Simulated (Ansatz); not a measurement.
H$_{15}$NO$_{6}$: several calculations on one system

**1. Relaxation**

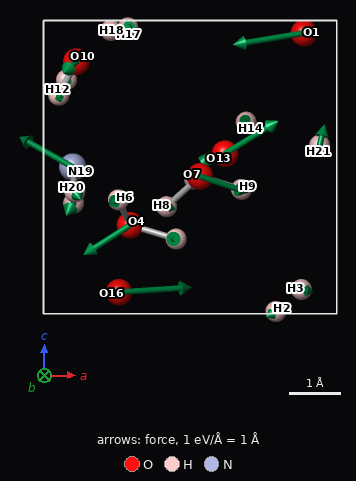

Starting geometry of an amorphous cell of composition H₁₅NO₆ with the computed forces as green arrows. The picture is a ball-and-stick view of the cell of the calculation, seen along the b axis.

The cell holds 6 H2O + 1 NH3. The run prepares the start of a later molecular dynamics calculation, from a guessed geometry.

Theory: DFT PBE-D3(BJ), scalar-relativistic, plane waves, PAW in Ansatz 0.2.0. (plane-wave cutoff 420 eV; k-point mesh 1 × 1 × 1; occupations fermi dirac; smearing width 0.02 eV; no spin polarisation; atoms relaxed in a fixed cell; force threshold 0.3 eV/Å; at most 15 steps)

### Is this structure relaxed? If not, where do the atoms go?

It isn't relaxed: the largest force vector, on an O atom, is 1.56 eV/Å. The final displacements have little in common with the starting forces (cosine between the two patterns 0.27). The largest moves, 1.17 Å, are those of H atoms. Largest moves by element: H 1.17 Å, O 1.10 Å, N 0.32 Å. The lattice vectors keep their values. Among the contacts that change: H–O 0.969 → 1.016 Å, H–O 0.969 → 0.988 Å. The energy falls by 4.401 eV per cell of the calculation in 12 accepted moves (13 points after the start). The largest force component goes from 1.4 to 0.27 eV/Å. 1 step only repeated the SCF at the same geometry.

Limits of the set-up: the program's low-accuracy preset was used; the periodic images lie only 5.8 Å apart, so the values are limited by the cell's size.

**2. Dynamics**

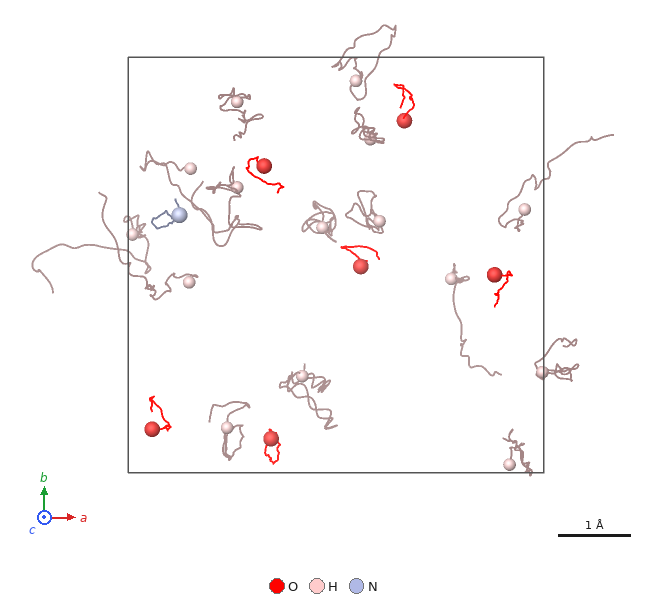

First-principles dynamics of a periodic cell with 6 H2O + 1 NH3 at 1.054 g/cm³, 150 fs long. Lines trace each atom's path, in the colour of its element; spheres stand at the starting positions. Seen along the c axis in the simulation cell.

The calculation used Ansatz 0.2.0, DFT PBE-D3(BJ), scalar-relativistic, plane waves, PAW. Set-up: plane-wave cutoff 420 eV; k-point mesh 1 × 1 × 1; Fermi-Dirac smearing 0.02 eV; low-accuracy preset; Langevin thermostat (NVT); set temperature 700 K; time step 0.5 fs; friction 0.02 per fs.

Describe the motion.

Root-mean-square distances from the starting positions over the second half, with the common drift of all atoms taken out: H 0.74 Å, O 0.54 Å, N 0.16 Å. The heavy atoms stay within a fraction of a molecule's size of their starting places; so short a run doesn't tell a liquid from a solid. The mean temperature in the second half is 704 K (standard deviation 83 K). The potential energy in the second half lies on average 95.8 meV per atom above the first frame.

Limits of the set-up: the program's low-accuracy preset was used; the periodic images lie only 5.8 Å apart, so the values are limited by the cell's size.

Cost: 4.5 min on 1 thread of Arm Neoverse V1 (shared host), peak memory 0.31 GiB.

**3. Dynamics**

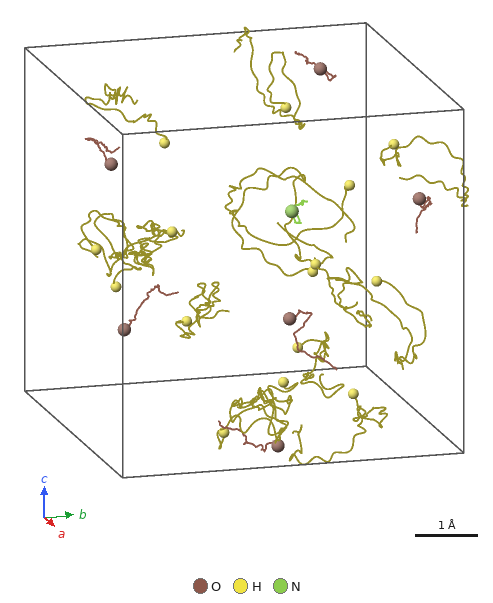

Molecular dynamics of a periodic cell with 6 H2O + 1 NH3 at 1.054 g/cm³, 200 fs long. It starts from the last geometry of an earlier run, with fresh velocities. Lines trace each atom's path, in the colour of its element; spheres stand at the starting positions. Seen slightly off an axis in the simulation cell.

All numbers below come from DFT PBE-D3(BJ), scalar-relativistic, plane waves, PAW in Ansatz. Run with plane-wave cutoff 420 eV; k-point mesh 1 × 1 × 1; Fermi-Dirac smearing 0.02 eV; low-accuracy preset; Nosé-Hoover thermostat (NVT); set temperature 700 K; time step 0.5 fs; thermostat time 100.0 fs.

Q: How do the atoms move?

A: In the second half of the run the atoms are, in the root-mean-square, this far from where they began (common drift taken out): H 1.12 Å, O 0.78 Å, N 0.52 Å. The heavy atoms stay within a fraction of a molecule's size of their starting places; so short a run doesn't tell a liquid from a solid. Over the second half the temperature averages 689 K (spread ±78 K). The potential energy in the second half lies on average 0.4 meV per atom above the first frame.

Limits of the set-up: the program's low-accuracy preset was used; the periodic images lie only 5.8 Å apart, so the values are limited by the cell's size.
